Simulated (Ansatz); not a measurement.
## Fields on a plane of InAs (zinc blende)

```
InAs
1.0
    0.00000     3.09331     3.09331
    3.09331     0.00000     3.09331
    3.09331     3.09331     0.00000
As In
1 1
Direct
  0.75000   0.75000   0.75000
  0.00000   0.00000   0.00000
```

The slice is a {100} plane (indices of the conventional cell) through the point (0.000, 0.000, 0.000) (fractional), spanned by u = [100] and v = [0 1 -1] in vectors of this cell: u (4.37 Å) and v (4.37 Å, at 90° to u). It covers one period; positions are fractions (u, v).

Atoms on it: In at (0.00, 0.00).

These are PBE (plane waves to 420 eV, PAW, scalar-relativistic; Ansatz, a first-principles code) values and carry that method's errors. k mesh 9×9×9. These are valence fields of a PAW run, semicore shells included where kept as valence: close to a nucleus they are smooth pseudo fields. At this level the bands of InAs touch or barely overlap; measurements give the solid a gap. InAs was relaxed with its symmetry unable to fall. The PAW data are Ansatz's earlier set.

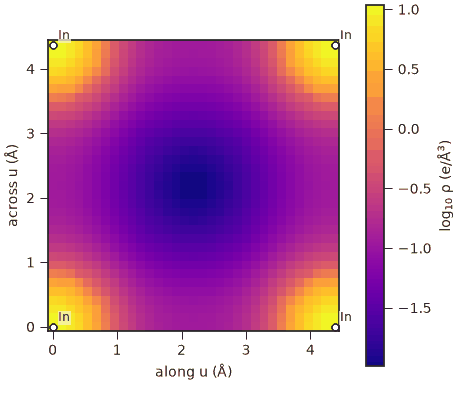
Fig. 1. Log₁₀ of the valence density in e/Å³, one period of the plane, atoms marked. The scale is logarithmic, as a density can span decades between atoms and voids.

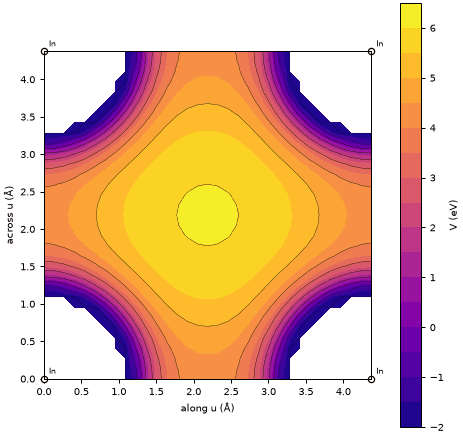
Figure: Electrostatic potential energy of an electron, from the cell's mean, in eV, one period of the plane, atoms marked. Points within 1 Å of a nucleus are left white, as the pseudised field means little there. Values under -2 eV are set to -2. The zero, the cell's mean, hangs on the PAW cores.
